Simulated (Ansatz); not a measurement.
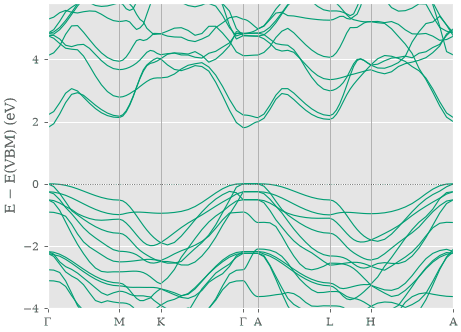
Band structure from the program Ansatz at the r²SCAN level (PAW)

**Question.** Read off the gap and where the band edges lie.

**Answer.** About 1.8 eV (1.80 eV by a search for the band edges); maximum at Γ, minimum at Γ.

**Question.** Which compound is it?
A. Mg3Sb2, La2O3 or Ni2Al3 type
B. Se, trigonal Se type
C. Li2CeP2, P-3m1 (Li on 2d, Ce on 1a, P on 2d)
D. Mg2Al2Se5, P-3m1 (Pearson symbol hP9)

**Answer.** D, Mg2Al2Se5, P-3m1 (Pearson symbol hP9)

The first step of the workflow began from a Materials Project structure, measured or hypothetical; the Crystallography Open Database copy checked does not list it. Whether it is the stable phase at ambient conditions was not checked. Symmetry was held in the r²SCAN relaxation; its stability against distortions is not shown here. A crystal of weakly bound layers computed without a dispersion correction: the cell and the soft elastic constants depend strongly on that. Scalar-relativistic: spin–orbit coupling is off unless named, which matters more the heavier the elements.

Potentials: the later of the program's two PAW sets.
